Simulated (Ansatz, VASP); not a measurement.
# BiB in two plane-wave programs, part 2 of 2

Aim: how closely do two programs agree when they are given the same cell, functional and k mesh? The cell is invented: As first built, before any earlier steps moved the atoms (in the runner's words): it takes the BP structure with some of its atoms replaced by other elements, volume scaled by an estimate. It may not be a known or stable phase. The cell is taken from a series of VASP runs on this material, whose earlier steps may have relaxed, scaled or displaced it; both programs get it as it stands. Valence electrons are named where the data sets of a main pair hold unlike numbers.

VASP 6.6.1 and Ansatz 0.2.0.

So far: The structure; Ansatz: band structure, HSE06, spin-orbit coupling.

**3. VASP: band structure, HSE06, spin-orbit coupling**

Level of this step: HSE06, spin-orbit coupling; plane waves and PAW (Bi_d, B); invented cell (VASP).

The same cell, functional, mesh and smearing now go to VASP, with its own data sets.

Lines of VASP's logs that name or quote its potential files are left out, and so is its time.

The run reads the wave functions of an earlier VASP run, which isn't shown here.

The input, INCAR:

```
SYSTEM = BiB
PREC = Accurate
ENCUT = 420
EDIFF = 1E-06
NELM = 100
ISMEAR = 0
SIGMA = 0.02
LREAL = .FALSE.
ALGO = Normal
LHFCALC = .TRUE.
AEXX = 0.25
GGA = PE
HFSCREEN = 0.2
LASPH = .TRUE.
LNONCOLLINEAR = .TRUE.
MAGMOM = 0 0 0 0 0 0
NBANDS = 30
GGA_COMPAT = .FALSE.
LSORBIT = .TRUE.
PRECFOCK = Fast
LORBIT = 11
LWAVE = .FALSE.
LCHARG = .FALSE.
KPAR = 4
```

The input, POSCAR:

```
BiB
1.0
    0.0000000000      2.7613761270      2.7613761270
    2.7613761270      0.0000000000      2.7613761270
    2.7613761270      2.7613761270      0.0000000000
Bi B
1 1
Direct
    0.2500000000      0.2500000000      0.2500000000
    0.0000000000      0.0000000000      0.0000000000
```

The input, KPOINTS:

```
Automatic mesh
0
Gamma
4 4 4
0 0 0
```

The input, KPOINTS_OPT:

```
Line mode
6
Line-mode
Reciprocal
  0.00000000   0.00000000   0.00000000 GAMMA
  0.50000000   0.00000000   0.50000000 X

  0.50000000   0.00000000   0.50000000 X
  0.50000000   0.25000000   0.75000000 W

  0.50000000   0.25000000   0.75000000 W
  0.37500000   0.37500000   0.75000000 K

  0.37500000   0.37500000   0.75000000 K
  0.00000000   0.00000000   0.00000000 GAMMA

  0.00000000   0.00000000   0.00000000 GAMMA
  0.50000000   0.50000000   0.50000000 L

  0.50000000   0.50000000   0.50000000 L
  0.62500000   0.25000000   0.62500000 U

  0.62500000   0.25000000   0.62500000 U
  0.50000000   0.25000000   0.75000000 W

  0.50000000   0.25000000   0.75000000 W
  0.50000000   0.50000000   0.50000000 L

  0.50000000   0.50000000   0.50000000 L
  0.37500000   0.37500000   0.75000000 K

  0.62500000   0.25000000   0.62500000 U
  0.50000000   0.00000000   0.50000000 X
```

PAW data sets: Bi_d and B (PBE family, release 64).

Run with:

```sh
$ mpirun -np 4 vasp_ncl
```

Numbers of over 12 decimals in the logs are rounded to 6 here.

What it wrote:

```text
[banner, memory and clock lines left out]
running    4 mpi-ranks, on    1 nodes
 distrk:  each k-point on    1 cores,    4 groups
 distr:  one band on    1 cores,    1 groups

 POSCAR found type information on POSCAR BiB
 POSCAR found :  2 types and       2 ions
 LDA part: xc-table for (Slater+PW92), standard interpolation
 found WAVECAR, reading the header
 POSCAR, INCAR and KPOINTS ok, starting setup
 FFT: planning ... GRIDC
 FFT: planning ... GRID_SOFT
 FFT: planning ... GRID
 reading WAVECAR
 the WAVECAR file was read successfully
 initial charge from wavefunction
 entering main loop
       N       E                     dE             d eps       ncg     rms          rms(c)
DAV:   1    -0.109013299880E+02   -0.10901E+02   -0.40971E-01   700   0.647E+00    0.435E-01
DAV:   2    -0.109076831086E+02   -0.63531E-02   -0.19568E-02   694   0.960E-01    0.264E-01
DAV:   3    -0.109076887772E+02   -0.56686E-05   -0.34114E-03   850   0.344E-01    0.148E-01
DAV:   4    -0.109078705666E+02   -0.18179E-03   -0.39220E-04   732   0.152E-01    0.934E-02
DAV:   5    -0.109078772321E+02   -0.66655E-05   -0.61583E-05   860   0.878E-02    0.567E-02
DAV:   6    -0.109078884655E+02   -0.11233E-04   -0.19535E-05   924   0.422E-02    0.339E-02
DAV:   7    -0.109078970164E+02   -0.85508E-05   -0.40541E-06   700   0.161E-02    0.205E-02
DAV:   8    -0.109079006891E+02   -0.36727E-05   -0.97983E-07   616   0.921E-03    0.123E-02
DAV:   9    -0.109079026954E+02   -0.20064E-05   -0.42023E-07   438   0.659E-03    0.758E-03
DAV:  10    -0.109079040137E+02   -0.13182E-05   -0.25916E-07   408   0.503E-03    0.463E-03
DAV:  11    -0.109079047394E+02   -0.72573E-06   -0.12391E-07   408   0.391E-03
   1 F= -.10907905E+02 E0= -.10907905E+02  d E =-.529672E-37  mag=     0.0000     0.0000     0.0000
 Start KPOINTS_OPT (optional k-point list driver)
k-point batch [1-10\60]
       N       E                     dE             ncg
DAV:   1     0.244803021032E+03   -0.36120E+04      614
DAV:   2    -0.158869286589E+04   -0.18335E+04      600
DAV:   3    -0.179002661998E+04   -0.20133E+03      762
DAV:   4    -0.179866046240E+04   -0.86338E+01      722
DAV:   5    -0.179895716787E+04   -0.29671E+00      890
DAV:   6    -0.179896490607E+04   -0.77382E-02      838
DAV:   7    -0.179896507900E+04   -0.17293E-03      900
DAV:   8    -0.179896508160E+04   -0.26027E-05      732
DAV:   9    -0.179896508167E+04   -0.65939E-07      548
[...]
k-point batch [51-60\60]
       N       E                     dE             ncg
DAV:   1     0.155593425644E+03   -0.56103E+04      600
DAV:   2    -0.166768717169E+04   -0.18233E+04      600
DAV:   3    -0.185337327131E+04   -0.18569E+03      726
DAV:   4    -0.186041228032E+04   -0.70390E+01      784
DAV:   5    -0.186065745811E+04   -0.24518E+00      880
DAV:   6    -0.186066275015E+04   -0.52920E-02      896
DAV:   7    -0.186066283598E+04   -0.85833E-04      904
DAV:   8    -0.186066283753E+04   -0.15433E-05      784
DAV:   9    -0.186066283760E+04   -0.70370E-07      536
```

Parts of OUTCAR (step 3):

```text
ion  position               nearest neighbor table
   1  0.250  0.250  0.250-   2 2.39   2 2.39   2 2.39   2 2.39
   2  0.000  0.000  0.000-   1 2.39   1 2.39   1 2.39   1 2.39

  LATTYP: Found a face centered cubic cell.
 ALAT       =     5.5227522540

 Subroutine GETGRP returns: Found 24 space group operations
 (whereof 24 operations were pure point group operations)

The static configuration has the point symmetry T_d .

 Found     10 irreducible k-points:

   k-points           NKPTS =     10   k-points in BZ     NKDIM =     64   number of bands    NBANDS=     30

   dimension x,y,z NGX =    28 NGY =   28 NGZ =   28
   dimension x,y,z NGXF=    56 NGYF=   56 NGZF=   56

   ENCUT  =  420.0 eV  30.87 Ry    5.56 a.u.   6.53  6.53  6.53*2*pi/ulx,y,z

   NELECT =      18.0000    total number of electrons

 k-points in reciprocal lattice and weights: Automatic mesh
   0.00000000  0.00000000  0.00000000       0.016
   0.25000000  0.00000000  0.00000000       0.062
  -0.25000000  0.00000000  0.00000000       0.062
   0.50000000  0.00000000  0.00000000       0.062
   0.25000000  0.25000000  0.00000000       0.094
   0.50000000  0.25000000  0.00000000       0.188
   0.50000000 -0.25000000  0.00000000       0.188
  -0.25000000  0.25000000  0.00000000       0.188
   0.50000000  0.50000000  0.00000000       0.047
  -0.25000000  0.50000000  0.25000000       0.094

  exchange ACFDT corr.  =         0.00000000  see jH, gK, PRB 81, 115126

 average (electrostatic) potential at core
       1 -98.0242       2 -23.9027

 E-fermi :   7.0637

 k-point     1 :       0.0000    0.0000    0.0000
  band No.  band energies     occupation
    ...
     14       5.5824      1.00000
     15       6.8871      1.00000
     16       6.8871      1.00000
     17       6.8872      1.00000
     18       6.8872      1.00000
     19       7.4663      0.00000
     20       7.4663      0.00000
     21       9.2299      0.00000
     22       9.2299      0.00000
     23      10.6236      0.00000
    ...

 k-point     2 :       0.2500    0.0000    0.0000
  band No.  band energies     occupation
    ...
     14       1.4315      1.00000
     15       5.0802      1.00000
     16       5.0802      1.00000
     17       5.8935      1.00000
     18       5.9226      1.00000
     19       7.9692      0.00000
     20       7.9692      0.00000
     21      10.7013      0.00000
     22      10.7013      0.00000
     23      11.6566      0.00000
    ...

 k-point     3 :      -0.2500    0.0000    0.0000
  band No.  band energies     occupation
    ...
     14       1.4315      1.00000
     15       5.0802      1.00000
     16       5.0802      1.00000
     17       5.8935      1.00000
     18       5.9226      1.00000
     19       7.9692      0.00000
     20       7.9692      0.00000
     21      10.7013      0.00000
     22      10.7013      0.00000
     23      11.6566      0.00000
    ...

  energy-cutoff  :      420.00
  volume of cell :       42.11
      direct lattice vectors                 reciprocal lattice vectors
     0.000000000  2.761376127  2.761376127    -0.181069140  0.181069140  0.181069140
     2.761376127  0.000000000  2.761376127     0.181069140 -0.181069140  0.181069140
     2.761376127  2.761376127  0.000000000     0.181069140  0.181069140 -0.181069140

 POSITION                                       TOTAL-FORCE (eV/Angst)
 -----------------------------------------------------------------------------------
      1.38069      1.38069      1.38069        -0.000000     -0.000000     -0.000000
      0.00000      0.00000      0.00000         0.000000      0.000000      0.000000
 -----------------------------------------------------------------------------------
    total drift:                                0.000000      0.000003     -0.000004

  FREE ENERGIE OF THE ION-ELECTRON SYSTEM (eV)
  ---------------------------------------------------
  free  energy   TOTEN  =       -10.9079047394 eV

  energy  without entropy=      -10.9079047394  energy(sigma->0) =      -10.90790474

 Spin-Orbit-Coupling matrix elements
 Ion:    1  E_soc:     -1.3624713
 Ion:    2  E_soc:      0.0000304

 total charge
# of ion       s       p       d       tot
------------------------------------------
    1        1.429   1.666   9.961  13.056
    2        0.650   0.991   0.000   1.641
--------------------------------------------------
tot          2.079   2.657   9.961  14.697

 magnetization (x)
# of ion       s       p       d       tot
------------------------------------------
    1       -0.000   0.000  -0.000  -0.000
    2       -0.000   0.000   0.000  -0.000
--------------------------------------------------
tot         -0.000   0.000  -0.000  -0.000

 magnetization (y)
# of ion       s       p       d       tot
------------------------------------------
    1       -0.000  -0.000   0.000  -0.000
    2        0.000   0.000   0.000   0.000
--------------------------------------------------
tot         -0.000  -0.000   0.000  -0.000

 magnetization (z)
# of ion       s       p       d       tot
------------------------------------------
    1       -0.000  -0.000  -0.000  -0.000
    2       -0.000   0.000   0.000   0.000
--------------------------------------------------
tot         -0.000   0.000  -0.000  -0.000

[... 3 further parts left out ...]
```

The k-mesh is coarse for exact exchange; levels may shift by about 0.1 eV on a finer one. VASP adds spin-orbit coupling inside the spheres on scalar-relativistic partial waves, which describe the 6p1/2 states imperfectly, so such gaps can be off by a tenth of an eV or more. The PAW data sets were made with PBE, which is usual practice but a small mismatch for other functionals.

**4. Differences**

Known differences besides the potentials themselves: spin-orbit coupling enters by fully relativistic files in Ansatz and inside the spheres in VASP; exact exchange at q = 0 is treated differently, which shows on coarse meshes; VASP keeps PBE cores, Ansatz makes them for the functional; VASP takes a coarser grid for exact exchange (PRECFOCK = Fast). Total energies have different zeros and are not compared.

Both answers:

```tsv
quantity	Ansatz	VASP	difference
gap over the path points (eV)	0.589	0.579	+0.010
```

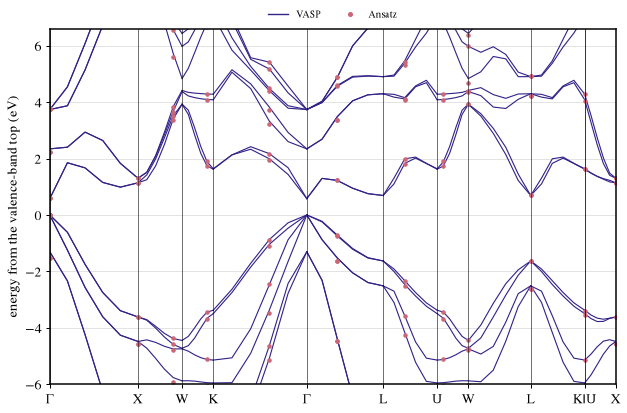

Bands from VASP (lines) and levels from Ansatz (dots). Dots without a line are higher empty bands that the VASP plot leaves out.

Levels at points of the path, from each program's valence-band top (eV; 6 filled, then empty):

```tsv
k (reciprocal lattice)	Ansatz	VASP
0.000 0.000 0.000	-1.53 -1.53 0.00 0.00 0.00 0.00 0.59 0.59 2.24 2.24 3.76 3.76	-1.30 -1.30 0.00 0.00 0.00 0.00 0.58 0.58 2.34 2.34 3.74 3.74
0.500 0.000 0.500	-9.05 -9.05 -4.58 -4.58 -3.60 -3.60 1.14 1.14 1.31 1.31 8.78 8.78	-9.01 -9.01 -4.49 -4.49 -3.62 -3.62 1.14 1.14 1.30 1.30 8.93 8.93
0.500 0.200 0.700	-8.98 -8.51 -5.91 -4.78 -4.58 -4.37 3.36 3.51 3.66 3.84 5.61 6.55	-8.91 -8.51 -5.77 -4.75 -4.59 -4.38 3.40 3.52 3.67 3.84 5.72 6.56
0.400 0.350 0.750	-8.93 -8.50 -6.06 -5.12 -3.70 -3.46 1.73 1.90 4.07 4.29 6.67 7.37	-8.86 -8.49 -5.95 -5.12 -3.66 -3.45 1.74 1.89 4.09 4.29 6.81 7.44
0.150 0.150 0.300	-5.15 -4.65 -3.48 -2.46 -1.09 -0.89 1.96 2.17 3.22 3.73 4.41 4.50	-5.08 -4.63 -3.37 -2.47 -1.04 -0.87 1.99 2.17 3.32 3.82 4.40 4.48
0.200 0.200 0.200	-4.46 -4.46 -1.63 -1.63 -0.74 -0.71 1.22 1.22 3.38 3.38 4.58 4.61	-4.40 -4.40 -1.53 -1.52 -0.74 -0.71 1.22 1.22 3.49 3.49 4.57 4.59
0.550 0.400 0.550	-8.72 -8.55 -4.27 -3.59 -2.50 -2.34 1.81 2.00 4.08 4.12 5.33 5.44	-8.68 -8.53 -4.17 -3.57 -2.47 -2.33 1.83 1.99 4.11 4.16 5.38 5.46
0.600 0.250 0.650	-8.93 -8.50 -6.06 -5.12 -3.70 -3.46 1.73 1.90 4.07 4.29 6.67 7.37	-8.86 -8.49 -5.95 -5.12 -3.66 -3.45 1.74 1.89 4.09 4.29 6.81 7.44
0.500 0.250 0.750	-8.96 -8.45 -6.03 -4.78 -4.71 -4.43 3.92 3.93 4.37 4.40 4.67 5.99	-8.89 -8.45 -5.88 -4.75 -4.73 -4.45 3.92 3.93 4.38 4.41 4.84 5.98
0.500 0.500 0.500	-8.79 -8.79 -2.63 -2.63 -1.62 -1.62 0.70 0.70 4.22 4.22 4.92 4.92	-8.75 -8.75 -2.51 -2.51 -1.63 -1.63 0.69 0.69 4.30 4.30 4.90 4.90
```

Among the levels compared at these points, filled levels agree within 224 meV and empty ones within 161 meV.

**5. Further runs**

Further runs change the set-up of one program: Ansatz's method, potentials or start, or VASP's data sets, cutoff or form of LDA. The table gives that difference for each run.

```tsv
run	gap over the path points (eV)
as above	0.0095
cores kept as stored	0.0068
Ansatz's larger PAW set (cutoff 760 eV)	-0.0012
norm-conserving potentials (cutoff 1034 eV)	-0.095
```

**6. Results**

- largest difference of a filled level at the path points (band structure, HSE06, spin-orbit coupling): 224 meV

**Reading.** The largest difference of a filled level at the path points is 224 meV (band structure, HSE06, spin-orbit coupling), beyond the 80 meV picked in this series as the mark of a large difference. Band structure, HSE06, spin-orbit coupling, cores kept as stored: the difference in gap over the path points goes from 0.0095 to 0.0068 eV. Band structure, HSE06, spin-orbit coupling, Ansatz's larger PAW set (cutoff 760 eV): the difference in gap over the path points goes from 0.0095 to -0.0012 eV. Band structure, HSE06, spin-orbit coupling, norm-conserving potentials (cutoff 1034 eV): the difference in gap over the path points goes from 0.0095 to -0.095 eV. Such differences can come from data sets, numerical settings and the points named under the comparisons, not from the functional's error against experiment.

[Lines on the potential files, build, host, timing and source positions are cut from VASP's logs without a mark.]

[Logs are printed without paths, hosts, clocks, repeated set-up lines and the standing remarks that a program may print on its own settings, such as how far it seeks lower states.]

[Hosts, paths, dates, database ids (printed as entryN), source tags and the programs' standing remarks are cut or masked in the printed files.]
